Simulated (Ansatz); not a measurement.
# How methods differ on SiF2 (SMILES F[Si]F)

SiF2: 3 atoms, total charge 0, spin state singlet. SMILES: `F[Si]F`. The coordinates come from a GFN2-xTB relaxation.

| atom | x (Å) | y (Å) | z (Å) |
| --- | --- | --- | --- |
| Si | 0.0042 | -0.0077 | -0.7448 |
| F | 1.1659 | -0.0173 | 0.3806 |
| F | -1.1702 | 0.0250 | 0.3642 |

Each level gives the vertical energy of the triplet above the singlet (eV). The values are calculated.

```csv
level,kind,program,value (eV),less FCI/STO-3G
HF/STO-3G,Hartree–Fock,Ansatz,3.06,-0.55
PBE/STO-3G,GGA,Ansatz,3.78,+0.17
B3LYP/STO-3G,global hybrid,Ansatz,3.74,+0.13
CAM-B3LYP/STO-3G,range-separated hybrid,Ansatz,3.69,+0.08
HSE06/STO-3G,range-separated hybrid,Ansatz,3.64,+0.03
B2PLYP/STO-3G,double hybrid,Ansatz,3.75,+0.14
RPA@PBE/STO-3G,RPA,Ansatz,3.58,-0.03
MP2/STO-3G,perturbation theory,Ansatz,3.60,-0.01
FCI/STO-3G,exact in the basis,Ansatz,3.61,0.00
```

FCI/STO-3G is exact within its basis and frozen core, so for wave-function methods in that basis the difference is their error; functionals converge differently with the basis, so for them it is only a difference. The values span 3.06 to 3.78 eV. All rows use very small basis sets, so none should be taken for the real molecule's value.

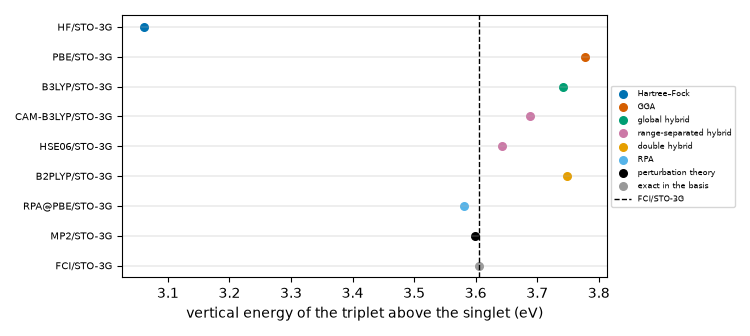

The values of the table, level by level.
